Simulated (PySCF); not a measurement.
# C7H7ClS: excited states, first hyperpolarisability

What do calculations give for the excited states, first hyperpolarisability of C7H7ClS (`CSc1ccc(Cl)cc1`)?

Computed with PySCF 2.14.0 and routines of our own; the level stands in each step. Atoms count from 0.

### 1 The starting structure

16 atoms, charge 0, multiplicity 1; geometry from: GFN2-xTB.

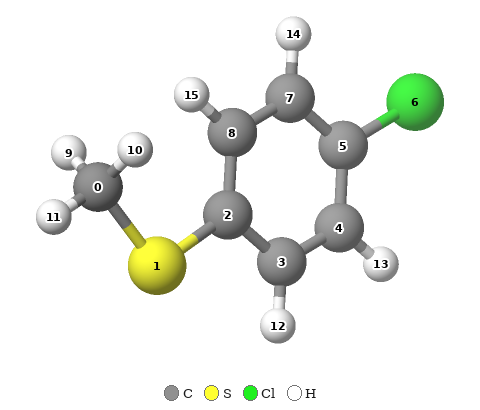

The starting geometry (carbon grey, sulfur yellow, chlorine green, hydrogen white).

### 2 Geometry optimisation at PBE0-D3(BJ)/def2-SVP

Job settings and geometry (Å):

```
{"job": {"xc": "PBE0", "basis": "def2-SVP", "d3": "d3bj", "grid": 2, "kind": "geom"}, "charge": 0, "multiplicity": 1}
C      2.874939     0.723584    -0.390907
S      1.882133    -0.617591    -1.106155
C      0.281168    -0.391611    -0.399829
C     -0.696690    -1.308599    -0.783099
C     -1.978748    -1.215351    -0.284546
C     -2.291649    -0.197318     0.605388
Cl    -3.897733    -0.072326     1.234714
C     -1.329589     0.719075     0.993102
C     -0.043550     0.622868     0.490799
H      2.916599     0.620197     0.689482
H      2.466149     1.686810    -0.682372
H      3.869302     0.603563    -0.809837
H     -0.436701    -2.094014    -1.476046
H     -2.733617    -1.925826    -0.581884
H     -1.579917     1.508265     1.684857
H      0.690305     1.347218     0.804923
```

Run with:

```sh
$ OMP_NUM_THREADS=1 python excited_run.py task.json out
```

This one command runs all jobs of the session in turn.

What it wrote:

```text
step   0  E = -1128.29002196  max force = 0.013592
step   1  E = -1128.29162828  max force = 0.002436
step   2  E = -1128.29165417  max force = 0.000935
step   3  E = -1128.29166208  max force = 0.000656
step   4  E = -1128.29166520  max force = 0.000314
optimisation converged
```

Wall time 61 s (1 thread of Arm Neoverse V2, shared host); peak memory 0.87 GiB.

Relaxation path:

| step | energy from step 0 (eV) | largest force component (eV/Å) |
| --- | --- | --- |
| 0 | 0.0000 | 0.6989 |
| 1 | -0.0437 | 0.1253 |
| 2 | -0.0444 | 0.0481 |
| 3 | -0.0446 | 0.0337 |
| 4 | -0.0447 | 0.0161 |

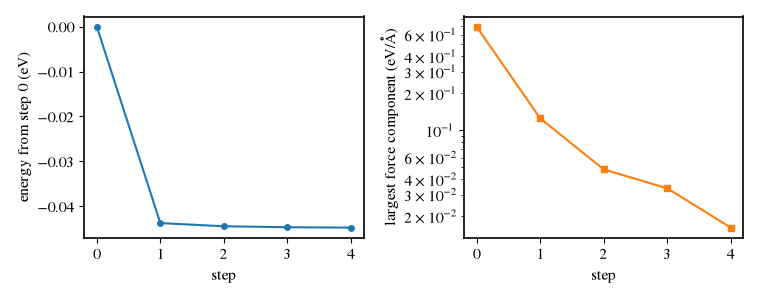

Energy and force, step by step.

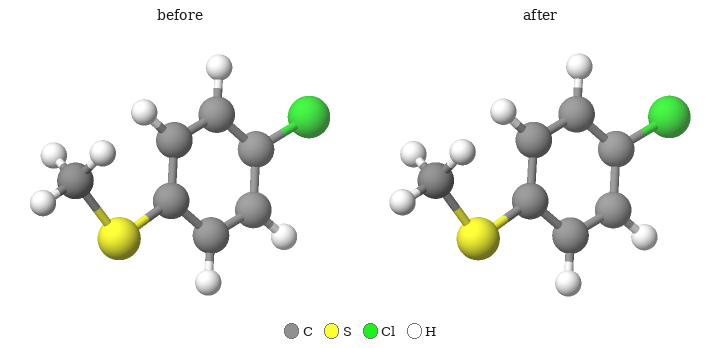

Before and after, at one scale.

Distances of close pairs at the start and the end, largest changes first:

| bond | before (Å) | after (Å) | change (Å) |
| --- | --- | --- | --- |
| C0–S1 | 1.815 | 1.797 | -0.018 |
| C0–H9 | 1.086 | 1.100 | +0.014 |
| C3–H12 | 1.079 | 1.093 | +0.014 |
| C0–H10 | 1.086 | 1.100 | +0.014 |
| C0–H11 | 1.086 | 1.099 | +0.013 |
| C4–H13 | 1.078 | 1.091 | +0.013 |
| C8–H15 | 1.078 | 1.090 | +0.012 |
| C7–H14 | 1.079 | 1.091 | +0.012 |

The next job starts from the end point, and lists it.

| at the end point | value |
| --- | --- |
| point group (found at 0.08 Å tolerance) | Cs |
| rotational constants (GHz, main isotopes) | 4.101, 0.537, 0.476 |
| dipole moment (D) | 2.19 |

### 3 Excited states: TDA CAM-B3LYP/aug-cc-pVDZ

Job settings and geometry (Å):

```
{"job": {"kind": "states", "xc": "CAM-B3LYP", "basis": "aug-cc-pVDZ", "tda": true, "soc": true, "nstates": 6, "ntriplets": 5, "nquad": 4}, "charge": 0, "multiplicity": 1}
C      2.269284     0.567428    -0.006811
S      1.311853    -0.770669    -0.729439
C     -0.286682    -0.545881    -0.026972
C     -1.277155    -1.464708    -0.409952
C     -2.569173    -1.371658     0.088430
C     -2.890623    -0.350266     0.983793
Cl    -4.501526    -0.227564     1.610232
C     -1.921821     0.568659     1.374282
C     -0.625484     0.472047     0.871536
H      2.326481     0.484439     1.088603
H      1.873896     1.553740    -0.291359
H      3.281719     0.462715    -0.420083
H     -1.028632    -2.265765    -1.110857
H     -3.334087    -2.089014    -0.213343
H     -2.182482     1.363776     2.074817
H      0.115060     1.204887     1.193208
```

Method: TDA CAM-B3LYP/aug-cc-pVDZ excited states, vertical, gas phase, spin-orbit mean-field couplings.

What it wrote:

```text
coarse grid: 15192 points
cycle   1  E = -1129.1813524222  dE =  1.696e+00  |g| = 3.265e-01  |ddm| = 4.883e+01
cycle   2  E = -1129.1976679894  dE = -1.632e-02  |g| = 2.848e-01  |ddm| = 5.792e+00
cycle   3  E = -1129.2158817256  dE = -1.821e-02  |g| = 6.487e-02  |ddm| = 2.519e+00
cycle   4  E = -1129.2168518018  dE = -9.701e-04  |g| = 2.959e-02  |ddm| = 4.908e-01
cycle   5  E = -1129.2170727531  dE = -2.210e-04  |g| = 9.678e-03  |ddm| = 2.239e-01
cycle   6  E = -1129.2170974907  dE = -2.474e-05  |g| = 1.635e-03  |ddm| = 7.358e-02
cycle   7  E = -1129.2170984082  dE = -9.175e-07  |g| = 6.051e-04  |ddm| = 1.521e-02
final grid: 139552 points
cycle   8  E = -1129.2457541239  dE = -2.012e-05  |g| = 4.048e-03  |ddm| = 5.996e-01
cycle   9  E = -1129.2457541977  dE = -7.376e-08  |g| = 4.127e-03  |ddm| = 8.372e-02
cycle  10  E = -1129.2457587496  dE = -4.552e-06  |g| = 3.196e-04  |ddm| = 3.188e-02
cycle  11  E = -1129.2457587748  dE = -2.522e-08  |g| = 1.429e-04  |ddm| = 2.800e-03
cycle  12  E = -1129.2457587803  dE = -5.548e-09  |g| = 4.375e-05  |ddm| = 2.282e-03
cycle  13  E = -1129.2457587809  dE = -5.252e-10  |g| = 1.029e-05  |ddm| = 4.715e-04
converged SCF energy = -1129.2457587809

Singlet excitations
state   eV       nm        f     d(h-e)  d(exc)  Lambda  PR(NTO)  |dmu|/D   mu/D   main configurations
  1   4.7818   259.3   0.01772   0.807   3.291   0.631   1.369    2.430    4.557   H->L+1 0.71, H->L+2 0.12, H-1->L+2 0.10
  2   5.1825   239.2   0.00020   1.994   4.290   0.256   1.020    8.715    6.454   H->L 0.69
  3   5.2701   235.3   0.39499   0.998   3.547   0.659   1.189    2.711    4.850   H->L+2 0.74, H->L+1 0.15
  4   5.4767   226.4   0.00078   0.869   4.305   0.243   1.066    3.686    5.506   H->L+3 0.52, H->L 0.15, H->L+6 0.10
  5   5.8655   211.4   0.01461   1.132   4.899   0.198   1.067                     H->L+4 0.73, H->L+7 0.08
  6   6.2141   199.5   0.00055   1.810   5.053   0.270   1.100                     H->L+6 0.29, H->L+3 0.22, H->L+8 0.22

Triplet excitations (Tamm-Dancoff)
state   eV     d(h-e)  d(exc)  Lambda  PR(NTO)   main configurations
  1   3.6459   0.313   2.965   0.638   1.311   H->L+2 0.47, H->L+1 0.27, H-1->L+1 0.08
  2   4.0186   0.598   3.140   0.628   1.036   H->L+1 0.60, H->L+2 0.30
  3   4.5878   0.137   2.704   0.757   1.318   H-1->L+1 0.67, H-1->L+2 0.16, H->L+2 0.09
  4   4.9231   1.332   3.663   0.275   1.023   H->L 0.41, H->L+11 0.15, H->L+3 0.10
  5   5.2586   0.037   2.794   0.648   1.043   H-1->L+2 0.72, H-1->L+1 0.18
S1 - T1 = 1.1360 eV

Spin-orbit couplings |<S|Hso|T>| (cm-1)
             T1       T2       T3       T4       T5
S0        0.473    0.286    0.282  111.546    0.549
S1        0.056    0.009    0.048    2.143    0.005
S2        9.396    3.249    3.606    1.750    0.645
S3        0.088    0.043    0.042   11.914    0.080
S4        3.057    1.666    1.261   11.135    0.574
S5        1.286    2.009    0.242    2.947    0.191
S6        3.919    2.415    1.360    8.892    0.620
T1 sublevels (cm-1): 0.000 0.001 0.006   radiative rates (1/s): 0.139 0.0124 0.789
```

Run time: 68 s. Hardware: 1 thread of Arm Neoverse V2, shared host; peak memory 1.2 GiB.

In short:

| quantity | value |
| --- | --- |
| S1 less T1 | 1.14 eV |

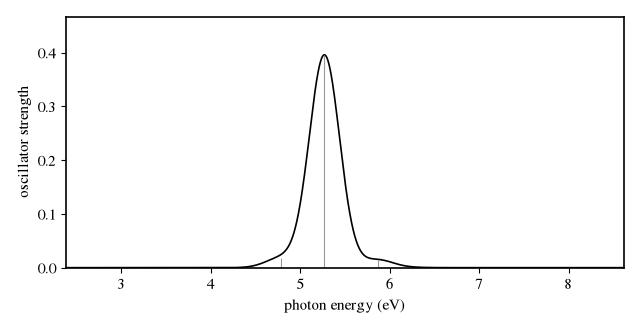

Absorption lines of the singlets. Lines are broadened to a width of 0.40 eV (Gaussian).

### 4 Excited states: TDDFT CAM-B3LYP/aug-cc-pVDZ

Settings changed since step 3:

```diff
@@ -1,2 +1,2 @@
-{"job": {"kind": "states", "xc": "CAM-B3LYP", "basis": "aug-cc-pVDZ", "tda": true, "soc": true, "nstates": 6, "ntriplets": 5, "nquad": 4}, "charge": 0, "multiplicity": 1}
+{"job": {"kind": "states", "xc": "CAM-B3LYP", "basis": "aug-cc-pVDZ", "tpa": true, "nstates": 8, "nquad": 6, "ntriplets": 0}, "charge": 0, "multiplicity": 1}
 C      2.269284     0.567428    -0.006811
```

With the program's defaults for keys left out, this is: TDDFT CAM-B3LYP/aug-cc-pVDZ excited states, vertical, gas phase, two-photon moments by quadratic response.

What it wrote:

```text
coarse grid: 15192 points
cycle   1  E = -1129.1813524222  dE =  1.696e+00  |g| = 3.265e-01  |ddm| = 4.883e+01
cycle   2  E = -1129.1976679894  dE = -1.632e-02  |g| = 2.848e-01  |ddm| = 5.792e+00
cycle   3  E = -1129.2158817256  dE = -1.821e-02  |g| = 6.487e-02  |ddm| = 2.519e+00
cycle   4  E = -1129.2168518018  dE = -9.701e-04  |g| = 2.959e-02  |ddm| = 4.908e-01
cycle   5  E = -1129.2170727531  dE = -2.210e-04  |g| = 9.678e-03  |ddm| = 2.239e-01
cycle   6  E = -1129.2170974907  dE = -2.474e-05  |g| = 1.635e-03  |ddm| = 7.358e-02
cycle   7  E = -1129.2170984082  dE = -9.175e-07  |g| = 6.051e-04  |ddm| = 1.521e-02
final grid: 139552 points
cycle   8  E = -1129.2457541239  dE = -2.012e-05  |g| = 4.048e-03  |ddm| = 5.996e-01
cycle   9  E = -1129.2457541977  dE = -7.376e-08  |g| = 4.127e-03  |ddm| = 8.372e-02
cycle  10  E = -1129.2457587496  dE = -4.552e-06  |g| = 3.196e-04  |ddm| = 3.188e-02
cycle  11  E = -1129.2457587748  dE = -2.522e-08  |g| = 1.429e-04  |ddm| = 2.800e-03
cycle  12  E = -1129.2457587803  dE = -5.548e-09  |g| = 4.375e-05  |ddm| = 2.282e-03
cycle  13  E = -1129.2457587809  dE = -5.252e-10  |g| = 1.029e-05  |ddm| = 4.715e-04
converged SCF energy = -1129.2457587809

Singlet excitations
state   eV       nm        f     d(h-e)  d(exc)  Lambda  PR(NTO)  |dmu|/D   mu/D   delta(TPA)   sigma/GM   main configurations
  1   4.6923   264.2   0.01661   0.764   3.261   0.628   1.375    2.497    4.621        6.32      0.051   H->L+1 0.76, H->L+2 0.11
  2   5.1075   242.7   0.33149   0.929   3.482   0.657   1.229    2.637    4.767      201.00      1.921   H->L+2 0.78, H->L+1 0.14
  3   5.1721   239.7   0.00016   1.992   4.286   0.256   1.020    8.615    6.353       39.90      0.391   H->L 0.68
  4   5.4711   226.6   0.00076   0.840   4.319   0.243   1.065    3.543    5.374       40.37      0.443   H->L+3 0.51, H->L 0.16, H->L+6 0.10
  5   5.8594   211.6   0.01393   1.133   4.887   0.199   1.067    5.391    3.239       53.21      0.669   H->L+4 0.72, H->L+7 0.09
  6   6.2015   199.9   0.00069   1.859   5.013   0.274   1.095    7.231    9.168       29.14      0.411   H->L+8 0.26, H->L+6 0.26, H->L+3 0.20
  7   6.2768   197.5   0.07540   1.505   4.525   0.440   1.867                                            H->L+5 0.58, H-1->L+2 0.10, H-1->L+1 0.10
  8   6.2785   197.5   0.00070   1.596   4.631   0.285   1.208                                            H->L+8 0.27, H->L+3 0.14, H->L+11 0.10
```

Wall time 91 s (1 thread of Arm Neoverse V2, shared host); peak memory 1.2 GiB.

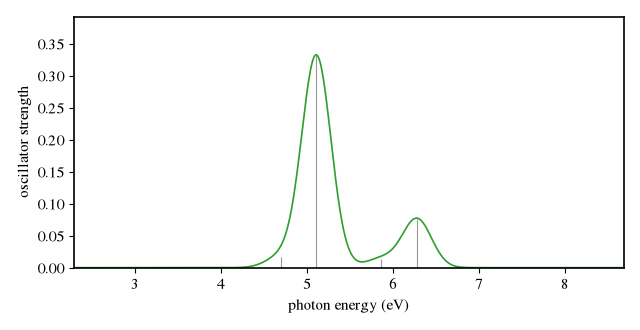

Absorption lines of the singlets. Lines are broadened to a width of 0.40 eV (Gaussian).

### 5 First hyperpolarisability: quadratic response CAM-B3LYP/aug-cc-pVDZ

Settings changed since step 4:

```diff
@@ -1,2 +1,2 @@
-{"job": {"kind": "states", "xc": "CAM-B3LYP", "basis": "aug-cc-pVDZ", "tpa": true, "nstates": 8, "nquad": 6, "ntriplets": 0}, "charge": 0, "multiplicity": 1}
+{"job": {"kind": "beta", "xc": "CAM-B3LYP", "basis": "aug-cc-pVDZ"}, "charge": 0, "multiplicity": 1}
 C      2.269284     0.567428    -0.006811
```

Level: quadratic response CAM-B3LYP/aug-cc-pVDZ first hyperpolarisability, Taylor convention, gas phase.

What it wrote:

```text
coarse grid: 15192 points
cycle   1  E = -1129.1813524222  dE =  1.696e+00  |g| = 3.265e-01  |ddm| = 4.883e+01
cycle   2  E = -1129.1976679894  dE = -1.632e-02  |g| = 2.848e-01  |ddm| = 5.792e+00
cycle   3  E = -1129.2158817256  dE = -1.821e-02  |g| = 6.487e-02  |ddm| = 2.519e+00
cycle   4  E = -1129.2168518018  dE = -9.701e-04  |g| = 2.959e-02  |ddm| = 4.908e-01
cycle   5  E = -1129.2170727531  dE = -2.210e-04  |g| = 9.678e-03  |ddm| = 2.239e-01
cycle   6  E = -1129.2170974907  dE = -2.474e-05  |g| = 1.635e-03  |ddm| = 7.358e-02
cycle   7  E = -1129.2170984082  dE = -9.175e-07  |g| = 6.051e-04  |ddm| = 1.521e-02
final grid: 139552 points
cycle   8  E = -1129.2457541239  dE = -2.012e-05  |g| = 4.048e-03  |ddm| = 5.996e-01
cycle   9  E = -1129.2457541977  dE = -7.376e-08  |g| = 4.127e-03  |ddm| = 8.372e-02
cycle  10  E = -1129.2457587496  dE = -4.552e-06  |g| = 3.196e-04  |ddm| = 3.188e-02
cycle  11  E = -1129.2457587748  dE = -2.522e-08  |g| = 1.429e-04  |ddm| = 2.800e-03
cycle  12  E = -1129.2457587803  dE = -5.548e-09  |g| = 4.375e-05  |ddm| = 2.282e-03
cycle  13  E = -1129.2457587809  dE = -5.252e-10  |g| = 1.029e-05  |ddm| = 4.715e-04
converged SCF energy = -1129.2457587809

Lowest singlets (eV, f): 4.6923 0.0166  5.1075 0.3315  5.1721 0.0002

First hyperpolarisability (au)
process     nm      |vector|   parallel      HRS      DR
static         -      171.83      96.58      99.58    2.56
shg       1907.0      198.05     110.47     111.53    2.67
eope      1907.0      180.07     100.96          -       -
shg       1064.0      276.09     151.48     146.54   2.943
eope      1064.0      200.08     111.54          -       -
```

It took 67 s on 1 thread of Arm Neoverse V2, shared host; peak memory 1.2 GiB.

### 6 Outcome

| quantity | value |
| --- | --- |
| point group | Cs |
| rotational constants (main isotopes) | 4.10, 0.54, 0.48 GHz |
| S1 less T1 (step 3, TDA CAM-B3LYP/aug-cc-pVDZ) | 1.14 eV |
| β vector (step 5, quadratic response CAM-B3LYP/aug-cc-pVDZ) | static 172, SHG 1907.0 nm 198, SHG 1064.0 nm 276 au |

The optimisation took 4 steps and gained 0.045 eV; among the close pairs (by a distance rule), C0–S1 changed most, from 1.815 to 1.797 Å. In step 3, the number of triplets below S1 is 3, and the largest singlet-triplet spin-orbit coupling is S0–T4, 111.55 cm⁻¹. β grows from 172 au (static) to 276 au for doubling at 1064.0 nm: normal dispersion, which grows as twice the photon energy moves toward the bright states.
